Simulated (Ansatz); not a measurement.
# Single-point calculation, with input and output: Si₂NH₈F

- system: Si₂NH₈F
- method: RKS PBE0-D4/def2-TZVPP (Ansatz 0.2.0)

The geometry is the reactant side of a reaction. The reaction was set up to form Si1–F7 and Si2–H6 and to break Si1–Si2 and H6–F7 (atoms counted from 1 in the order of the input); sticks are drawn by distance alone. The geometry comes from this level: PBE0-D4/def2-TZVP.

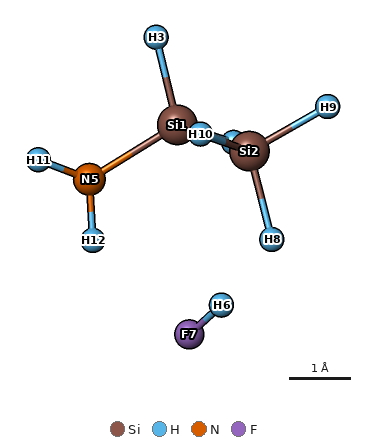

Figure 1. The structure as given in the input (ball-and-stick view, seen at a tilt; atoms are numbered from 1 in the order of the input).

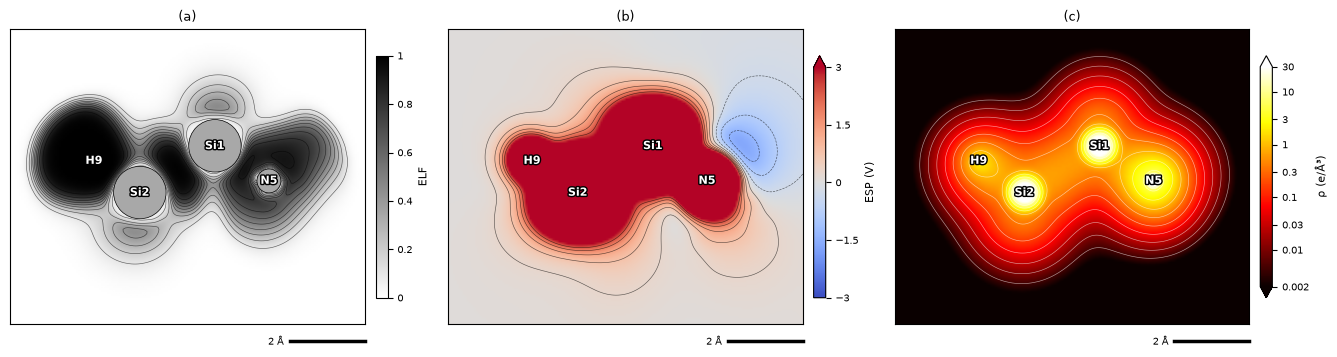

Figure 2. (a) ELF; (b) molecular electrostatic potential; (c) total electron density on the plane of atoms Si2, Si1 and N5. Grey discs, where drawn, cover atomic cores. Si–Si (2.36 Å): ρ at the midpoint is about 0.63 e/Å³; the ELF peaks at about 1 between the atoms, as expected for localised, shared-pair bonding.

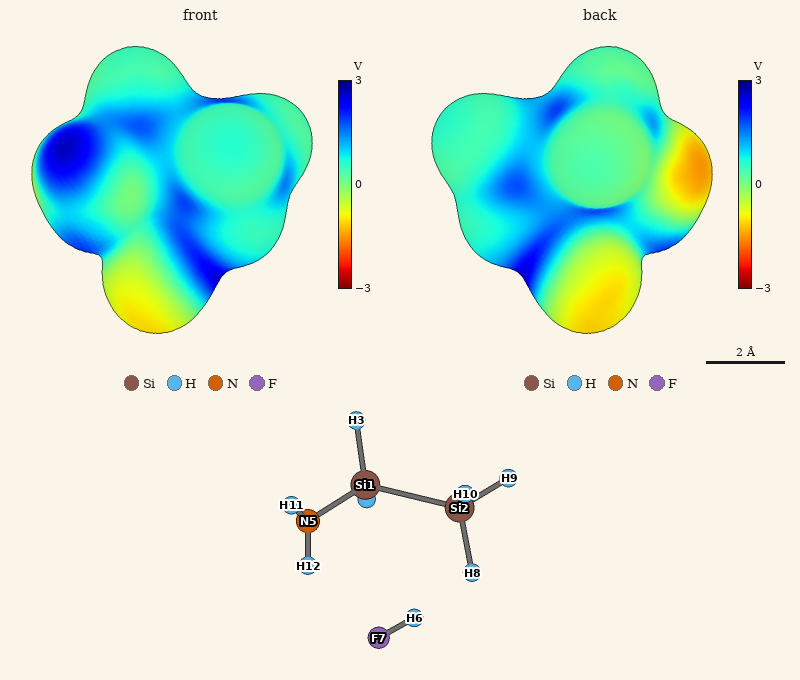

Figure 3. The electrostatic potential painted on the density surface at 0.004 e/bohr³, seen at a tilt and from behind; red is negative and blue positive. The bare structure is drawn below in the same view.

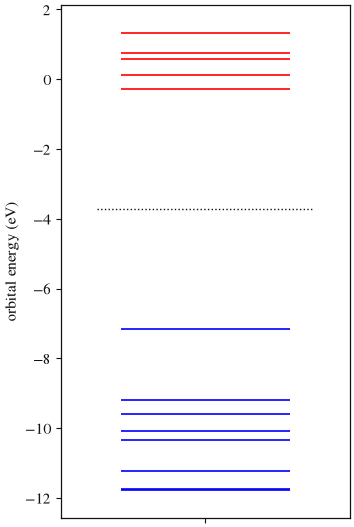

Figure 4. Orbital energies near the frontier; the dotted line parts filled from empty levels, and levels within 0.02 eV of each other stand side by side. Highest filled −7.17 eV, lowest empty −0.28 eV, 6.89 eV apart.

These pictures come from the run below.

### Input
```yaml
crystal:
  periodic: [false, false, false]
  atoms:
    - {symbol: Si, position_ang: [-0.688935, -0.208718, -0.989583]}
    - {symbol: Si, position_ang: [0.602007, -1.398510, 0.585805]}
    - {symbol: H, position_ang: [-0.584437, -0.935736, -2.283198]}
    - {symbol: H, position_ang: [-2.095798, -0.246525, -0.508505]}
    - {symbol: N, position_ang: [-0.200570, 1.416428, -1.251521]}
    - {symbol: H, position_ang: [0.084028, 0.899665, 1.967093]}
    - {symbol: F, position_ang: [-0.205392, 1.776323, 1.849674]}
    - {symbol: H, position_ang: [0.575617, -0.710476, 1.924996]}
    - {symbol: H, position_ang: [0.101933, -2.776293, 0.845240]}
    - {symbol: H, position_ang: [2.039538, -1.468114, 0.206649]}
    - {symbol: H, position_ang: [0.558556, 1.607044, -1.885231]}
    - {symbol: H, position_ang: [-0.186446, 2.044716, -0.461422]}
basis:
  gaussian: {orbitals: def2-TZVPP}
hamiltonian: {xc: pbe0, dispersion: d4}
output: {orbitals: {seedname: orbitals}}
```

Run as:
```bash
ansatz run in.yaml --threads 4 --pin off --events-out ev --progress --plain --max-ram 9574MiB
```

### What the program printed
```
Functional definition: PBE0
  name "PBE0"
  cite "Adamo & Barone, J. Chem. Phys. 110, 6158 (1999) doi:10.1063/1.478522"
  cite "Perdew, Burke & Ernzerhof, Phys. Rev. Lett. 77, 3865 (1996) doi:10.1103/PhysRevLett.77.3865"
  parent pbe
  parameter a = 0.25
  parameter kappa = 0.804
  parameter beta = 0.06672455060314922
  exchange = (1 - a)*pbe_x(kappa = kappa, mu = beta*pi^2/3) + a*exact_x
  correlation = pbe_c(beta = beta)
1365 factors; their error is unknown
mean field evaluation 1: about -20077.4065 eV, gradient 6.3e1 eV
mean field evaluation 2: about -20066.4075 eV, gradient 9.2e1 eV
mean field evaluation 4: about -20084.3709 eV, gradient 4.3e0 eV
mean field evaluation 8: about -20084.4022 eV, gradient 2.8e-2 eV
mean field evaluation 16: about -20084.4496 eV, gradient 1.6e-5 eV
mean field -20084.44963510 eV, -738.0899103608 hartree, gradient 1.6e-5 eV, S^2 0.000000; 0 other end points of the search recorded, 0 dependent functions left out
reference -20084.44966902 eV, -738.0899116076 hartree; 26, 26 occupied and 232, 232 virtual orbitals, 1365 factors
Total energy: -20084.64244965 eV, -738.0969961649 hartree
```

### Summary

```csv
quantity,value
outcome,converged
total energy,−20084.6424 eV
mean-field energy,−20084.4497 eV
dispersion energy,−0.1928 eV
SCF solution under orbital rotations,stable
HOMO,−7.17 eV
LUMO,−0.28 eV
hardware,"4 threads of Arm Neoverse V2, 23 GiB of memory available, shared host"
wall time,2.8 s (CPU time 10 s)
peak memory,0.62 GiB
```
